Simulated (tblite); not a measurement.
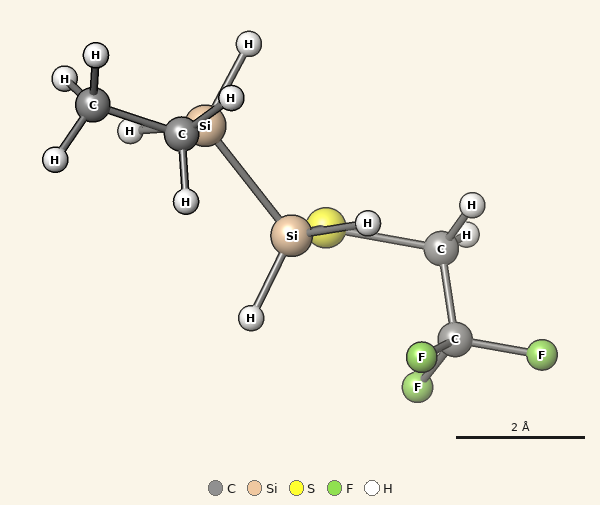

Figure 1. The structure as given in the input (ball-and-stick view, seen at a tilt).

## Geometry relaxation of C4H11F3SSi2 (part 1 of 2)

C4H11F3SSi2, computed with GFN2-xTB geometry optimisation, gas phase (tblite 0.8.0).

It belongs to a series of runs on one base structure; here: H on Si replaced by C2H5.

**The input**
```
{"job": {"kind": "relax", "xc": "GFN2-xTB", "basis": "xTB"}, "charge": 0, "multiplicity": 1}
C      4.108100    -0.214600     0.403600
C      2.784700    -0.164000    -0.313500
Si     1.473800     0.707500     0.703800
Si    -0.435300    -0.353400     0.197000
S     -2.023400     0.649000     1.285600
C     -3.355800     0.802600     0.017800
C     -3.873800    -0.572300    -0.291600
F     -4.878600    -0.452000    -1.243200
F     -2.891200    -1.398100    -0.766900
F     -4.438700    -1.021600     0.921900
H      4.013400     0.378100     1.333300
H      4.881700     0.220500    -0.241900
H      4.368300    -1.280800     0.617100
H      2.467200    -1.211200    -0.486900
H      2.826900     0.355500    -1.282200
H      1.702300     0.643800     2.139100
H      1.406500     2.134400     0.299200
H     -0.643100    -0.175600    -1.250100
H     -0.423500    -1.765500     0.586200
H     -2.938700     1.273300    -0.901600
H     -4.139700     1.461400     0.427500
```

The first line tells a small driver script what to run in tblite; the rest is the geometry in Å.

Machine: 1 CPU thread, shared host.

Launched with:
```bash
OMP_NUM_THREADS=1 python <driver script> task.json out
```

**Log**
```
step      E/eV     max force
  0    -954.19507    2.478
  1    -954.46102    1.603
  2    -954.63633    0.973
  3    -954.67354    0.494
  4    -954.71062    0.589
  5    -954.73042    0.650
  6    -954.75506    0.403
  7    -954.77209    0.329
  8    -954.78883    0.302
  9    -954.80369    0.412
 10    -954.81648    0.279
 11    -954.82533    0.246
 12    -954.83263    0.221
 13    -954.83870    0.252
 14    -954.84272    0.168
 15    -954.84534    0.147
 16    -954.84781    0.183
 17    -954.85106    0.183
 18    -954.85488    0.157
 19    -954.85825    0.131
 20    -954.86105    0.119
 21    -954.86422    0.193
 22    -954.86834    0.239
 23    -954.87253    0.185
 24    -954.87543    0.105
 25    -954.87712    0.097
 26    -954.87861    0.115
 27    -954.88048    0.120
 28    -954.88238    0.102
 29    -954.88383    0.091
 30    -954.88492    0.084
 31    -954.88607    0.082
 32    -954.88749    0.132
 33    -954.88908    0.141
 34    -954.89060    0.110
 35    -954.89210    0.120
 36    -954.89394    0.119
 37    -954.89635    0.151
 38    -954.89911    0.166
 39    -954.90188    0.136
 40    -954.90461    0.135
 41    -954.90764    0.153
 42    -954.91198    0.239
 43    -954.91849    0.301
 44    -954.92639    0.278
 45    -954.93446    0.207
 46    -954.94045    0.227
 47    -954.94166    0.473
 48    -954.95183    0.220
 49    -954.95746    0.152
 50    -954.97726    0.184
 51    -954.98475    0.236
 52    -954.99668    0.204
 53    -955.00273    0.224
 54    -955.01027    0.184
 55    -955.01401    0.149
 56    -955.01827    0.117
 57    -955.02025    0.127
 58    -955.02395    0.149
 59    -955.02673    0.120
 60    -955.02907    0.110
 61    -955.03060    0.086
 62    -955.03185    0.070
 63    -955.03310    0.078
 64    -955.03424    0.067
 65    -955.03510    0.058
 66    -955.03579    0.066
 67    -955.03651    0.066
 68    -955.03716    0.050
 69    -955.03765    0.041
 70    -955.03801    0.036
 71    -955.03835    0.035
 72    -955.03871    0.041
 73    -955.03901    0.039
 74    -955.03918    0.027
 75    -955.03930    0.026
 76    -955.03942    0.024
 77    -955.03956    0.031
 78    -955.03969    0.025
 79    -955.03980    0.018
 80    -955.03988    0.017
 81    -955.03996    0.023
 82    -955.04008    0.032
 83    -955.04023    0.034
 84    -955.04038    0.027
 85    -955.04052    0.022
 86    -955.04063    0.026
 87    -955.04077    0.026
 88    -955.04093    0.033
 89    -955.04109    0.028
 90    -955.04123    0.028
 91    -955.04134    0.025
 92    -955.04147    0.029
 93    -955.04164    0.028
 94    -955.04182    0.029
 95    -955.04198    0.036
 96    -955.04212    0.039
 97    -955.04227    0.034
 98    -955.04245    0.030
 99    -955.04259    0.023
100    -955.04267    0.018
101    -955.04272    0.020
102    -955.04280    0.026
103    -955.04293    0.029
104    -955.04309    0.031
105    -955.04323    0.023
106    -955.04334    0.023
107    -955.04344    0.022
108    -955.04354    0.024
109    -955.04365    0.024
110    -955.04372    0.018
111    -955.04378    0.015
112    -955.04384    0.019
113    -955.04390    0.021
114    -955.04398    0.021
115    -955.04404    0.017
116    -955.04409    0.018
117    -955.04412    0.019
118    -955.04416    0.015
119    -955.04420    0.021
120    -955.04424    0.025
121    -955.04429    0.025
122    -955.04434    0.021
123    -955.04438    0.016
124    -955.04442    0.013
125    -955.04446    0.011
126    -955.04449    0.014
127    -955.04452    0.016
128    -955.04455    0.015
129    -955.04459    0.011
130    -955.04462    0.013
131    -955.04465    0.013
132    -955.04468    0.011
133    -955.04470    0.009
```

**Trajectory as extended XYZ (Å, eV, eV/Å), 11 of the 134 frames kept, from step=0 to step=133**
```
21
Properties=species:S:1:pos:R:3:forces:R:3 step=0 energy=-954.19507
C     4.1081   -0.2146    0.4036    0.7310  -0.1290   0.2040
C     2.7847   -0.1640   -0.3135   -0.6530  -0.6260  -0.4620
Si    1.4738    0.7075    0.7038   -0.2480   0.9290   0.2560
Si   -0.4353   -0.3534    0.1970   -0.3590  -0.3580  -0.3240
S    -2.0234    0.6490    1.2856   -0.3300   0.1880  -0.3550
C    -3.3558    0.8026    0.0178    0.9730   0.7690  -0.3780
C    -3.8738   -0.5723   -0.2916   -0.8580   0.5320   0.7270
F    -4.8786   -0.4520   -1.2432    1.1020  -0.8910   1.1460
F    -2.8912   -1.3981   -0.7669   -1.7860   0.3910   0.6320
F    -4.4387   -1.0216    0.9219    0.6820  -0.3540  -2.3560
H     4.0134    0.3781    1.3333    0.6220  -0.5500  -0.4380
H     4.8817    0.2205   -0.2419    0.0180  -0.1830   0.4740
H     4.3683   -1.2808    0.6171    0.0100   1.0790   0.0850
H     2.4672   -1.2112   -0.4869   -0.0110   0.5600  -0.3060
H     2.8269    0.3555   -1.2822    0.2260  -0.4160   0.1920
H     1.7023    0.6438    2.1391    0.2540   0.0790   0.2170
H     1.4065    2.1344    0.2992    0.1920  -0.1380   0.1760
H    -0.6431   -0.1756   -1.2501   -0.2980  -0.1100   0.2160
H    -0.4235   -1.7655    0.5862   -0.3020   0.0480  -0.1440
H    -2.9387    1.2733   -0.9016   -0.2250  -0.3240   0.5450
H    -4.1397    1.4614    0.4275    0.2610  -0.4970  -0.1080
21
Properties=species:S:1:pos:R:3:forces:R:3 step=13 energy=-954.83870
C     4.1685   -0.2145    0.3998    0.0980   0.0060   0.0030
C     2.8034   -0.1528   -0.2886   -0.0250  -0.0590  -0.0290
Si    1.4822    0.7624    0.7236   -0.0660   0.0800   0.0390
Si   -0.4557   -0.3581    0.1795   -0.0350   0.0030  -0.0310
S    -2.0122    0.7151    1.2526    0.0210  -0.0040   0.1450
C    -3.3269    0.7981    0.0181   -0.0130   0.0420  -0.1170
C    -3.9263   -0.5549   -0.2735   -0.1870  -0.1610   0.0530
F    -4.8951   -0.4747   -1.2065   -0.0310   0.0910   0.0410
F    -3.0439   -1.4406   -0.7599    0.0160  -0.0360   0.0070
F    -4.4813   -1.1271    0.8004    0.0130   0.0490  -0.0480
H     4.1704    0.3585    1.3248    0.0450  -0.0380  -0.0290
H     4.9417    0.2003   -0.2398    0.0780  -0.0330  -0.0100
H     4.4436   -1.2399    0.6425   -0.0210   0.0820  -0.0150
H     2.4400   -1.1617   -0.4967    0.1160  -0.0310  -0.0030
H     2.8987    0.3241   -1.2647    0.0410   0.0000   0.0240
H     1.8085    0.7118    2.1536    0.0050  -0.0420   0.0400
H     1.5002    2.1970    0.3837    0.0000  -0.0250  -0.0110
H    -0.8533   -0.2275   -1.2242    0.0300   0.0650  -0.0040
H    -0.6307   -1.7730    0.5145   -0.0050   0.0600   0.0180
H    -2.9415    1.2245   -0.9053    0.0230  -0.0220  -0.1100
H    -4.0991    1.4501    0.4204   -0.1030  -0.0250   0.0380
21
Properties=species:S:1:pos:R:3:forces:R:3 step=27 energy=-954.88048
C     4.2611   -0.2049    0.3947   -0.0410   0.0120  -0.0210
C     2.8768   -0.1539   -0.2696    0.0050   0.0170   0.0240
Si    1.5202    0.7362    0.7407    0.0340  -0.0920   0.0200
Si   -0.4725   -0.2917    0.1815   -0.0500   0.0450   0.0680
S    -2.0772    0.7254    1.2612   -0.0250  -0.0340  -0.1120
C    -3.3811    0.7654   -0.0040    0.0200   0.0110   0.0400
C    -4.0196   -0.5824   -0.2692    0.0600   0.0870  -0.0150
F    -5.0045   -0.4504   -1.1791   -0.0430  -0.0380  -0.0050
F    -3.1719   -1.4916   -0.7787   -0.0040   0.0430   0.0300
F    -4.5679   -1.1337    0.8124   -0.0230  -0.0210   0.0370
H     4.3055    0.3955    1.2992   -0.0420   0.0530  -0.0110
H     5.0355    0.1587   -0.2753    0.0010  -0.0140  -0.0300
H     4.5122   -1.2253    0.6695    0.0160  -0.0170   0.0280
H     2.5528   -1.1724   -0.4910    0.0040  -0.0030  -0.0060
H     2.9543    0.3410   -1.2392    0.0290  -0.0050   0.0250
H     1.8254    0.6542    2.1742    0.0170  -0.0260   0.0180
H     1.5377    2.1646    0.4009    0.0350   0.0790   0.0020
H    -0.8732   -0.1062   -1.2134   -0.0060   0.0030  -0.0420
H    -0.6880   -1.6962    0.5122    0.0240  -0.0640  -0.0310
H    -2.9740    1.1515   -0.9380   -0.0310  -0.0250  -0.0240
H    -4.1605    1.4330    0.3650    0.0180  -0.0110   0.0060
21
Properties=species:S:1:pos:R:3:forces:R:3 step=40 energy=-954.90461
C     4.3002   -0.1712    0.3981    0.0640  -0.0290   0.0300
C     2.9157   -0.1714   -0.2618    0.0470   0.0150   0.0040
Si    1.5582    0.6711    0.7819   -0.0380   0.0490   0.0070
Si   -0.4677   -0.2658    0.1557   -0.0520  -0.0210  -0.0760
S    -2.1244    0.7133    1.1950    0.0700   0.0810   0.0220
C    -3.4542    0.7729   -0.0418    0.0240  -0.0210  -0.0570
C    -4.1001   -0.5777   -0.2416   -0.0680  -0.0500   0.0200
F    -5.1152   -0.4937   -1.1248    0.0000  -0.0090   0.0050
F    -3.2513   -1.4897   -0.7434   -0.0140   0.0000   0.0080
F    -4.6123   -1.1005    0.8736    0.0040   0.0000   0.0010
H     4.3753    0.5457    1.2129   -0.0780   0.0770  -0.0760
H     5.0784    0.0727   -0.3221   -0.0060  -0.0580  -0.0070
H     4.5272   -1.1490    0.8161   -0.0260  -0.0080   0.0040
H     2.6425   -1.1976   -0.5177   -0.0110   0.0570   0.0250
H     2.9750    0.3625   -1.2114    0.0040  -0.0160  -0.0180
H     1.8751    0.5170    2.2061   -0.0270  -0.0550   0.0450
H     1.6641    2.1181    0.5123   -0.0380  -0.0330   0.0290
H    -0.8476   -0.0224   -1.2383    0.0150  -0.0020  -0.0340
H    -0.6528   -1.6988    0.3955   -0.0300   0.0510   0.0030
H    -3.0888    1.1072   -1.0121    0.1290   0.0390   0.0080
H    -4.2062    1.4742    0.3220    0.0290  -0.0680   0.0590
21
Properties=species:S:1:pos:R:3:forces:R:3 step=53 energy=-955.00273
C     4.2993   -0.0665    0.4038    0.1190  -0.1200   0.0540
C     2.9341   -0.1701   -0.2652    0.0520   0.0860   0.0600
Si    1.5676    0.5332    0.8659   -0.0020  -0.0530  -0.0290
Si   -0.4254   -0.2076   -0.0612    0.0220  -0.0240   0.1020
S    -2.0097    0.8082    1.0259   -0.1460   0.0210   0.0000
C    -3.4485    0.7532   -0.0905    0.0300   0.0100  -0.0150
C    -4.1390   -0.5929   -0.1598    0.0250   0.0780   0.0450
F    -5.2155   -0.5268   -0.9689    0.0300   0.0130  -0.0430
F    -3.3756   -1.5832   -0.6461    0.0190   0.0910   0.0600
F    -4.5949   -0.9871    1.0292    0.0210  -0.1500   0.0710
H     4.4672    0.9446    0.7840   -0.0010  -0.2110  -0.0750
H     5.0963   -0.3093   -0.2999   -0.0100   0.0410   0.0460
H     4.3691   -0.7698    1.2360   -0.0170   0.1690  -0.0480
H     2.7324   -1.2104   -0.5405    0.0480   0.1110   0.0580
H     2.9767    0.3939   -1.1995   -0.1110  -0.0210  -0.0010
H     1.7914    0.0439    2.2460   -0.0690   0.0600  -0.1840
H     1.7494    1.9977    0.9019   -0.0510  -0.0830   0.0270
H    -0.7410    0.0789   -1.4617   -0.0110   0.0660  -0.0180
H    -0.7114   -1.6252    0.1292   -0.0200  -0.0970  -0.0310
H    -3.1536    1.0574   -1.0934    0.0050  -0.0170  -0.0330
H    -4.1778    1.4549    0.3192    0.0660   0.0280  -0.0460
```
